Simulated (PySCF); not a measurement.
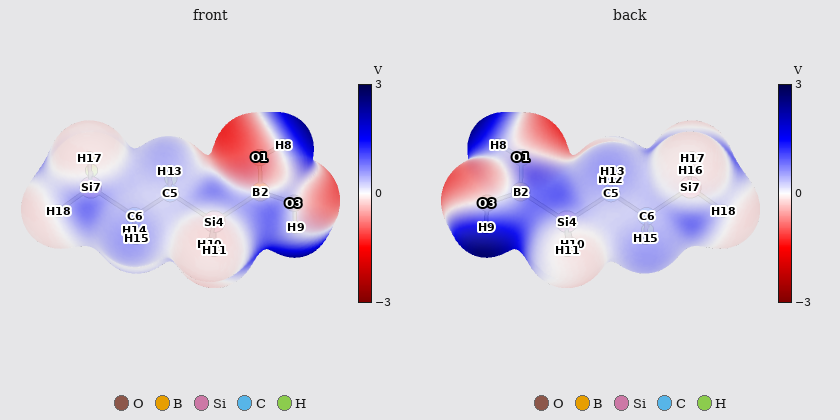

Figure. C$_{2}$H$_{11}$BO$_{2}$Si$_{2}$ (SMILES OB(O)[SiH2]CC[SiH3]). The electrostatic potential painted on the density surface at 0.002 e/bohr³, seen from the front and from behind; the colour scale runs from red (negative) to blue (positive).

Geometry: GFN2-xTB.

All numbers below come from PBE0/pcSseg-1, SCF density, gas phase, non-relativistic (PySCF 2.14.0).

```xyz
18

O     2.8785   -0.3334   -1.3688
B     2.8339   -0.1313   -0.0357
O     3.9936   -0.3741    0.6443
Si    1.1518    0.5159    0.7679
C    -0.4207   -0.1597   -0.0740
C    -1.7125    0.4146    0.5056
Si   -3.2658   -0.2953   -0.3266
H     3.7279   -0.6282   -1.7062
H     3.9924   -0.2425    1.5899
H     1.0339    1.9900    0.7710
H     1.0410    0.1761    2.2096
H    -0.4429   -1.2490    0.0102
H    -0.3758    0.0590   -1.1429
H    -1.6951    1.5010    0.4034
H    -1.7411    0.2157    1.5785
H    -3.3136   -1.7459   -0.1198
H    -3.2296   -0.0211   -1.7658
H    -4.4645    0.3146    0.2534
```

Question: Describe the electrostatic potential map.

Answer: The most negative region (about −1.2 V) lies over O1, the most positive (about +2.6 V) over H9. O1 is the likeliest acceptor of a hydrogen bond.
